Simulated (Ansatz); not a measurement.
```
Be Rh
1.0
     5.55739    0.00000    0.00000
    -2.77869    4.81284    0.00000
     0.00000    0.00000    3.11185
Be Rh
2 3
Direct
  0.33333 0.66667 0.00000
  0.66667 0.33333 0.00000
  0.50000 0.00000 0.50000
  0.00000 0.50000 0.50000
  0.50000 0.50000 0.50000
```

Space group P6/mmm; a structure generated by program, which may or may not match a known phase; spin-polarised.

Method: DFT PBE, scalar-relativistic, plane waves, PAW (Ansatz).

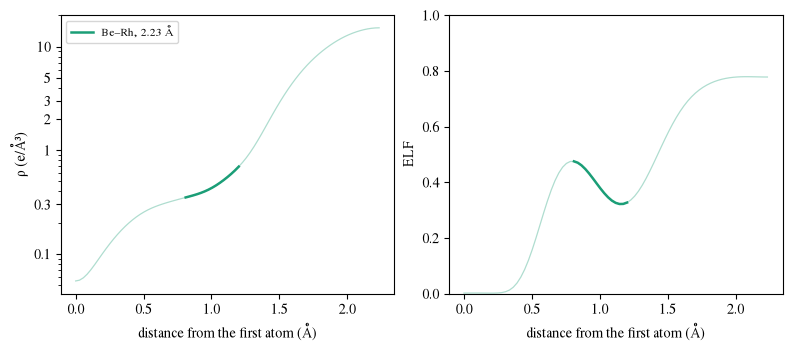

Be2Rh3. Valence electron density and electron localisation function along straight lines between neighbouring atoms. Thin, pale parts lie inside the atomic spheres.

The density is the valence pseudo-density of a PAW calculation; it isn't the true density close to the nuclei.

Q: What can be read from the curves?

A: Be–Rh (2.23 Å): the density is about 0.55 e/Å³ at the midpoint; the ELF is about 0.35 at the midpoint.
